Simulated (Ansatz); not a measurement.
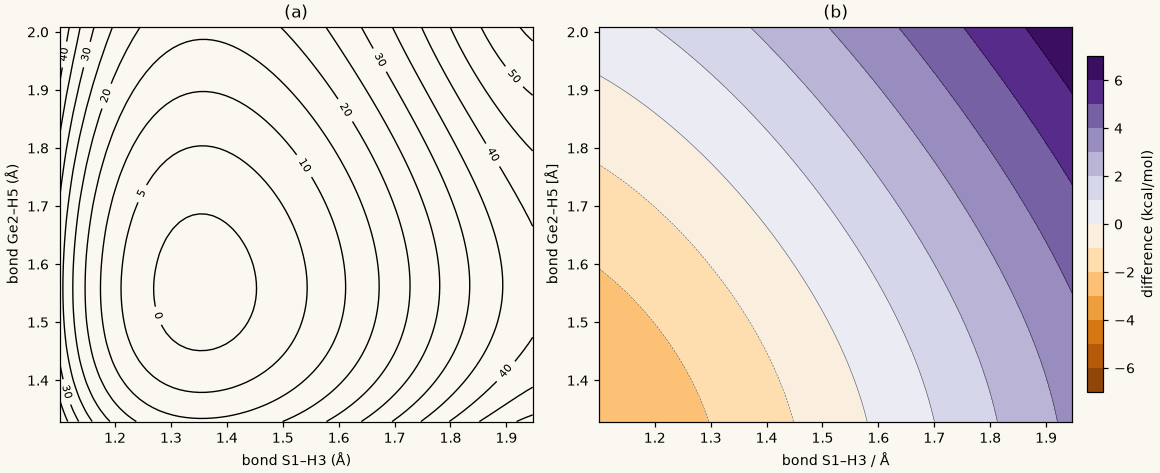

GeH₃S, SMILES [SH][GeH2], spin multiplicity 2. 
- Two internal coordinates are moved rigidly from the geometry relaxed at PBE0-D4/def2-TZVP, all others fixed.
- The first coordinate is: bond S1–H3; the second: bond Ge2–H5.
- Grid: 5 × 5 points.
- Energies: kcal/mol, counted from each map's own lowest point.
- Computed with UKS PBE-D4/def2-TZVPP (Ansatz).

Panel (a): UKS PBE-D4/def2-TZVPP in Ansatz 0.2.0. Panel (b): the map at UKS PBE0-D4/def2-TZVPP (Ansatz) less the map of (a), each from its own lowest point.

How does the change of method alter the landscape?

The difference runs from −3.0 kcal/mol at bond S1–H3 = 1.101 Å, bond Ge2–H5 = 1.329 Å to 6.8 kcal/mol at bond S1–H3 = 1.947 Å, bond Ge2–H5 = 2.009 Å. The interpolated minimum moves from 1.3507 to 1.3409 Å in bond S1–H3 and 1.5565 to 1.5438 Å in bond Ge2–H5.
